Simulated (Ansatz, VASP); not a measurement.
# Cross-check of NaI between VASP and Ansatz, part 2 of 2

Aim: how closely do two programs agree when they are given the same cell, functional and k mesh?

VASP 6.6.1 and Ansatz 0.2.0.

So far: Set-up; VASP: band structure, HSE06.

## Step 3: Ansatz: band structure, HSE06

Level of this step: Ansatz beside VASP: Kohn-Sham DFT, plane waves, HSE06 (Ansatz).

Ansatz runs on its default PAW (the set named soft_2) files.

The same cell, functional, mesh and smearing now go to Ansatz, which takes its cutoff from its data sets.

Input file input.yaml:

```yaml
crystal:
  lattice:
    - [0.0, 3.2364, 3.2364]
    - [3.2364, 0.0, 3.2364]
    - [3.2364, 3.2364, 0.0]
  atoms:
    - { symbol: I, position: [0.5, 0.5, 0.5] }
    - { symbol: Na, position: [0.0, 0.0, 0.0] }
hamiltonian:
  xc: { exchange: pbe, correlation: pbe, exx: { coeff: 0.25, omega: 0.2 } }
  pseudopotentials: { kind: paw }
kpoints:
  mp_grid: { grid: [4, 4, 4] }
  band_path:
    path:
      - [0.0, 0.0, 0.0]
      - [0.5, 0.0, 0.5]
      - [0.5, 0.22222, 0.72222]
      - [0.40278, 0.34722, 0.75]
      - [0.125, 0.125, 0.25]
      - [0.27778, 0.27778, 0.27778]
      - [0.55556, 0.38889, 0.55556]
      - [0.58333, 0.25, 0.66667]
      - [0.5, 0.30556, 0.69444]
      - [0.48611, 0.48611, 0.52778]
      - [0.625, 0.25, 0.625]
      - [0.5, 0.0, 0.5]
    npoints: 1
scf:
  occupations: { method: gaussian, width: 0.03 }
  n_extra_bands: 7
output:
  forces: true
  stress: true
  eigenvalues: true
```

The run is started by

```
$ ansatz run input.yaml --threads 4 --pin off --max-ram 9216MiB --backend cpu --events-out ev --progress --plain --runs-dir out
```

Numbers of over 12 decimals in the logs are rounded to 6 here.

The log of the run:

```text
Warning: output.stress: scf.convergence.dr2_threshold = 1e-7 eV (the SCF's general default) is looser than the 2e-10 eV advised for a printed stress (1e-10 eV for each atom of the cell: 2). What an SCF threshold leaves in a stress goes as its square root, and in the free energy as the threshold itself, and one threshold admits the most on a small cell: [figures from the program's tests cut] Set scf.convergence.dr2_threshold to 2e-10 eV or tighter. The threshold is an SCF's pass mark: one that does not reach it within its budget of iterations ends unconverged, or closes short of it on a stop that the run arms, and scf.convergence.dr2_threshold's page says what that costs each kind of run
Warning: output.stress: scf.exx.energy_threshold = 1e-6 eV is looser than the 2e-8 eV advised for a stress under a hybrid functional (1e-8 eV for each atom of the cell: 2). Every SCF of the exchange loop can meet its threshold on dr2 while the loop round them stops early: no threshold on dr2 bounds what that leaves in the stress. Set scf.exx.energy_threshold to 2e-8 eV or tighter. The threshold is the loop's pass mark: a loop that does not reach it within its budget of cycles ends unconverged, and scf.exx.energy_threshold's page has the law
scf.n_extra_bands = 7 over 13 filled bands (N_el = 26.0): the run solves 20 bands
Engine: ansatz 0.2.0, aarch64-unknown-linux-gnu
Pseudopotentials: kind: paw
Pseudopotential: I, paw, valence charge 17, recommended cutoff 420 eV (normal), I.paw.azcp
Pseudopotential: Na, paw, valence charge 9, recommended cutoff 420 eV (normal), Na.paw.azcp
Functional definition: unnamed
  parameter a_1 = 0.25
  parameter omega_1 = 0.2/angstrom
  exchange = pbe_x + (-a_1)*pbe_x_sr(omega_1) + a_1*exact_x_sr(omega_1)
  correlation = pbe_c
Crystal: 2 atoms, lattice volume = 67.798 Å³
Basis set: ecut = 420 eV, 1363 PW (Γ), exchange–correlation on 64×64×64 points (8 copies of the dense FFT grid, shifted against one another)
Bands: 20, of which v1, the nominal top of the filled ones, is band 13 counted from 1 (12 counted from 0)
Symmetry: 48 space group operations
Space group: Fm-3m (ITA 225), of the structure as read, at distance tolerance 4.1e-5 Å
k-points: 8 of 64
Non-local potential: I, projectors of the file, l = 0: 2, l = 1: 2, l = 2: 2, l = 3: 2
Non-local potential: Na, projectors of the file, l = 0: 3, l = 1: 2, l = 2: 1
PAW form: soft (Blöchl's): semilocal exchange-correlation on the pseudo side does not see the compensation charge
PAW frozen core: I, regenerated for the run's functional, and the local potential with it (the file was generated under x = pbe(κ = 0.804, μ = 0.219515), c = pbe(β = 0.066725))
PAW frozen core: Na, regenerated for the run's functional, and the local potential with it (the file was generated under x = pbe(κ = 0.804, μ = 0.219515), c = pbe(β = 0.066725))
PAW one-centre angular grid: I, 590 points (default); XC on 96 Gauss nodes
PAW one-centre angular grid: Na, 110 points (default); XC on 96 Gauss nodes
Initial density: superposition of atomic densities (neutral atoms: chi_scale 0, normalization atom), corrected by the library's trained network
Initial wavefunctions: pseudopotential atomic-orbital guess
Functional: x = pbe(κ = 0.804, μ = 0.219515), c = pbe(β = 0.066725), warm-up for x = pbe(κ = 0.804, μ = 0.219515) + 0.25 (exact − pbe) at short range (hse, ω = 0.2 Å⁻¹), c = pbe(β = 0.066725)
SCF iter   1: F=—  HF=-9001.876687 eV  |F-HF|=—  |Δ(HF+E_count)|=         —  Δρ=4.03e-4  dr2=1.49e-4  ethr=1.77e-3  ⟨swp⟩=2.0  Hψ=1132  notcnv=0
preconditioner: auto → none  [insulator: Δε(μ)=3.640 eV  Ē_g=12.424 eV  σ=0.030 eV  W_gap=1.00  n_scr=14 (ndim 8)  ℏωp=12.8 eV  f_vac=0.068  D(μ)=0.00/eV (n_scr^D=0)]
iter 2 solved again at ethr=1.12e-8 eV; its pass at ethr=5.74e-7 eV (dr2=2.90e-6 eV) is discarded
SCF iter   2: F=-9001.876743 eV  HF=-9001.876713 eV  |F-HF|=3.03e-5  |Δ(HF+E_count)|=   2.63e-5  Δρ=1.02e-4  dr2=2.87e-6  ethr=1.12e-8  ⟨swp⟩=3.0  Hψ=696  notcnv=0
SCF 1 stopped early in 2 iterations: F = -9001.876743 eV  dr2 = 2.87e-6
  greatest PAW one-centre occupation: 0.999 electrons in one spin orbital (limit 2), on the Na atom at site 1 (counted from 0), in its partial waves of l = 0
Initial density: handed on by an earlier stage of this run
Initial wavefunctions: those handed on with the density
Functional: x = pbe(κ = 0.804, μ = 0.219515) + 0.25 (exact − pbe) at short range (hse, ω = 0.2 Å⁻¹), c = pbe(β = 0.066725)
Exchange kernel: α = 0.2500, screened, ω = 0.2000 Å⁻¹, Wigner–Seitz truncation, v(0) = 1120.6182 eV·Å³, q-mesh 4×4×4, nearest image of the exchange supercell L = 18.31 Å, pair-density grid 18×18×18, without the augmentation charges, whose exchange is taken in its separable form by FFT convolution over the k-point mesh (sized by the pseudopotential files, 25×25×25 at the most), smooth part of the exact exchange by density-matrix convolution
Frozen-core exchange: fock
SCF iter   1: F=—  HF=-9006.884713 eV  |F-HF|=—  |Δ(HF+E_count)|=         —  Δρ=3.65e-3  dr2=5.36e-3  ethr=1.11e-7  ⟨swp⟩=8.6  Hψ=827  notcnv=0
preconditioner: auto → none  [insulator: Δε(μ)=4.660 eV  Ē_g=13.884 eV  σ=0.030 eV  W_gap=1.00  n_scr=14 (ndim 8)  ℏωp=12.8 eV  f_vac=0.068  D(μ)=0.00/eV (n_scr^D=0)]
SCF iter   2: F=—  HF=-9006.881918 eV  |F-HF|=—  |Δ(HF+E_count)|=   2.80e-3  Δρ=8.09e-4  dr2=5.61e-4  ethr=1.11e-7  ⟨swp⟩=4.0  Hψ=418  notcnv=0
SCF iter   3: F=—  HF=-9006.884235 eV  |F-HF|=—  |Δ(HF+E_count)|=   2.32e-3  Δρ=4.72e-4  dr2=1.10e-4  ethr=1.11e-7  ⟨swp⟩=4.0  Hψ=422  notcnv=0
SCF iter   4: F=—  HF=-9006.884231 eV  |F-HF|=—  |Δ(HF+E_count)|=   3.65e-6  Δρ=1.35e-4  dr2=9.15e-6  ethr=1.11e-7  ⟨swp⟩=3.0  Hψ=329  notcnv=0
SCF iter   5: F=-9006.884251 eV  HF=-9006.884252 eV  |F-HF|=9.17e-7  |Δ(HF+E_count)|=   2.05e-5  Δρ=2.26e-5  dr2=2.98e-7  ethr=2.89e-8  ⟨swp⟩=4.0  Hψ=330  notcnv=0
SCF 2 stopped early in 5 iterations: F = -9006.884251 eV  dr2 = 2.98e-7
hybrid outer 1: dexx = +2.500e-3 eV, tail = 8.18e-6 eV
Exchange kernel: α = 0.2500, screened, ω = 0.2000 Å⁻¹, Wigner–Seitz truncation, v(0) = 1120.6182 eV·Å³, q-mesh 4×4×4, nearest image of the exchange supercell L = 18.31 Å, pair-density grid 18×18×18, without the augmentation charges, whose exchange is taken in its separable form by FFT convolution over the k-point mesh (sized by the pseudopotential files, 25×25×25 at the most), smooth part of the exact exchange by density-matrix convolution
Frozen-core exchange: fock
SCF iter   1: F=—  HF=-9006.884161 eV  |F-HF|=—  |Δ(HF+E_count)|=         —  Δρ=4.27e-5  dr2=8.61e-7  ethr=1.57e-7  ⟨swp⟩=4.5  Hψ=419  notcnv=0
preconditioner: auto → none  [insulator: Δε(μ)=4.696 eV  Ē_g=13.881 eV  σ=0.030 eV  W_gap=1.00  n_scr=14 (ndim 8)  ℏωp=12.8 eV  f_vac=0.077  D(μ)=0.00/eV (n_scr^D=0)]
SCF iter   2: F=—  HF=-9006.884160 eV  |F-HF|=—  |Δ(HF+E_count)|=   3.88e-7  Δρ=6.28e-6  dr2=2.40e-8  ethr=3.13e-9  ⟨swp⟩=3.2  Hψ=344  notcnv=0
SCF iter   3: F=-9006.884160 eV  HF=-9006.884160 eV  |F-HF|=5.30e-9  |Δ(HF+E_count)|=   7.84e-8  Δρ=3.82e-6  dr2=5.40e-9  ethr=6.09e-11  ⟨swp⟩=3.9  Hψ=396  notcnv=0
SCF 3 converged in 3 iterations: F = -9006.884160 eV  dr2 = 5.40e-9
  Residual-converged pass: ⟨swp⟩=3.0  Hψ=317  notcnv=0  max |occ|·‖R‖ = 2.4e-6 eV (tolerance 2.4e-6 eV)  dr2=5.44e-9  dr2_onsite=1.87e-9  max |Δocc| = 0.0e0
hybrid outer 2: dexx = +9.156e-8 eV, tail = 1.76e-8 eV, Δε = 3.18e-3 eV (about 1.94e-4 eV left of the loop's levels)
NSCF: frozen V_eff on 12 k-points
hybrid SCF converged: 2 outer / 8 inner (+2 warm-up), last move |dexx| = 9.16e-8 eV, tail = 1.76e-8 eV
Stability not checked: this state was not tested for a lower state beside it, because the functional holds exact exchange (a hybrid, or Hartree-Fock), whose exchange loop this test does not read (fock_operator; see scf.lower_state_search)
Free energy (F): -9006.884160 eV
Frozen-core exchange: fock
Harris-Foulkes:  -9006.884160 eV  (|F-HF|=5.30e-9)
Internal energy: -9006.884160 eV  (E = F + TS)
E sigma→0 (E₀):  -9006.884160 eV
Fermi energy:    4.671666 eV
--- Per-component energies (eV) ---
  E_band       = -680.098442
  E_kinetic    = 310.096108
  E_local      = -3351.533358  (includes V_loc(G=0)·N_el)
  E_nonlocal   = 24.797860
  E_hartree    = 1520.512648
  E_xc         = -134.786588
  E_vxc        = -143.282738  (∫ρ·V_xc dr)
  E_exx        = -93.638781  (= α·E_x^exact, valence–valence)
  E_paw        = -5024.090558  (= ΣΔE_a)
  E_vpaw       = -373.923954  (= ΣTr[D̂ρ^β])
  E_aug_tail   = -0.000038  (compensation charges beyond the density's cutoff)
  E_ewald      = -2257.850118
  E_core_change = -0.391337  (= ΣΔE_core)
  E_smearing   = -0.000000  (= −TS)
  E_closure    = 0.000001  (closes the sum)
  Σ components = -9006.884160   (vs F -9006.884160, Δ=0.00e0)
--- Forces (eV/Å), atoms counted from 1 ---
  atom   1  I      0.00000000    -0.00000000    -0.00000000
  atom   2  Na     0.00000000    -0.00000000     0.00000000
  max |Σ_I F_I| component: 2.54e-29 eV/Å
--- Stress (GPa, compression-positive) ---
        0.158649       0.000000      -0.000000
       -0.000000       0.158649       0.000000
       -0.000000       0.000000       0.158649
  P = ⅓ Tr σ = 0.1586 GPa (1.586 kbar)
--- Band table (eV; the first three rows and the last of 8) ---
  k-point 0: bands = [... 9 lower, -9.6282, 2.3236, 2.3236, 2.3236, 7.0195, 11.3665, 11.3665, 11.3665, ... 3 higher]
  k-point 1: bands = [... 9 lower, -9.4567, 0.9699, 2.1652, 2.1652, 8.3042, 10.9411, 11.4308, 11.4308, ... 3 higher]
  k-point 2: bands = [... 9 lower, -9.2700, -0.0101, 2.0190, 2.0190, 8.4170, 10.8910, 10.8910, 12.3808, ... 3 higher]
  k-point 7: bands = [... 9 lower, -9.1701, 0.8116, 0.8116, 1.3419, 9.2619, 10.8807, 10.8807, 11.4116, ... 3 higher]
```

Wall time 15 s (4 threads of Arm Neoverse V2, shared host); peak memory 0.77 GiB.

Reading the cycles: dr2 is the Hartree energy of the density residual (eV), the measure of convergence; HF is the Harris–Foulkes estimate of the energy, which meets the free energy F at convergence.

## Step 4: Comparison

Known differences besides the PAW data sets themselves: exact exchange at q = 0 is treated differently, which shows on coarse meshes; VASP keeps PBE cores, Ansatz makes them for the functional; the data sets hold 26 valence electrons in Ansatz (default PAW (the set named soft_2) files) and 14 in VASP; the cutoff is 420 eV in Ansatz and 350 eV in VASP; VASP takes a coarser grid for exact exchange (PRECFOCK = Fast). Total energies have different zeros and are not compared.

Both answers:

| quantity | Ansatz | VASP | difference |
| --- | --- | --- | --- |
| gap over the path points (eV) | 4.696 | 4.672 | +0.024 |

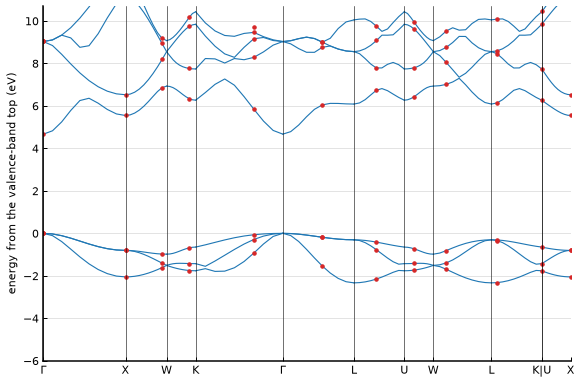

Bands from VASP (lines) and levels from Ansatz (dots). Dots without a line are higher empty bands that the VASP plot leaves out.

Levels at points of the path, from each program's valence-band top (eV; 3 filled, then empty):

| k (reciprocal lattice) | Ansatz | VASP |
| --- | --- | --- |
| 0.000 0.000 0.000 | 0.00 0.00 0.00 4.70 9.04 9.04 | 0.00 0.00 0.00 4.67 9.03 9.03 |
| 0.500 0.000 0.500 | -2.05 -0.80 -0.80 5.55 6.52 11.09 | -2.05 -0.80 -0.80 5.55 6.53 11.11 |
| 0.500 0.222 0.722 | -1.61 -1.40 -0.98 6.87 8.19 8.94 | -1.61 -1.40 -0.97 6.86 8.19 8.94 |
| 0.403 0.347 0.750 | -1.75 -1.42 -0.68 6.35 7.76 9.75 | -1.75 -1.42 -0.68 6.34 7.76 9.74 |
| 0.125 0.125 0.250 | -0.93 -0.29 -0.07 5.87 8.29 9.17 | -0.93 -0.29 -0.07 5.85 8.29 9.16 |
| 0.278 0.278 0.278 | -1.54 -0.18 -0.18 6.06 8.77 9.02 | -1.54 -0.18 -0.18 6.05 8.76 9.00 |
| 0.556 0.389 0.556 | -2.15 -0.77 -0.41 6.74 7.79 9.08 | -2.15 -0.77 -0.41 6.74 7.79 9.07 |
| 0.583 0.250 0.667 | -1.74 -1.42 -0.73 6.43 7.80 9.63 | -1.73 -1.42 -0.72 6.43 7.80 9.63 |
| 0.500 0.306 0.694 | -1.69 -1.39 -0.81 7.02 8.05 8.76 | -1.69 -1.39 -0.81 7.01 8.05 8.76 |
| 0.486 0.486 0.528 | -2.32 -0.34 -0.31 6.15 8.47 8.60 | -2.32 -0.34 -0.31 6.14 8.46 8.59 |

Among the levels compared (up to four filled and three empty ones at each point), filled levels agree within 3 meV and empty ones within 24 meV.

## Step 5: Results

```json
{"difference in gap over the path points (band structure, HSE06)": "0.024 eV"}
```

The difference in gap over the path points is 0.024 eV (band structure, HSE06), within the 0.08 eV picked in this series as the mark of a large difference. Differences of this kind measure data sets and numerical settings, not the functional's error against experiment.

[Lines on the potential files, build, host, timing and source positions are cut from VASP's logs without a mark.]

[Logs are printed without paths, hosts, clocks, repeated set-up lines and the standing remarks that a program may print on its own settings, such as how far it seeks lower states.]

[Hosts, paths, dates, database ids (printed as entryN), source tags and the programs' standing remarks are cut or masked in the printed files.]
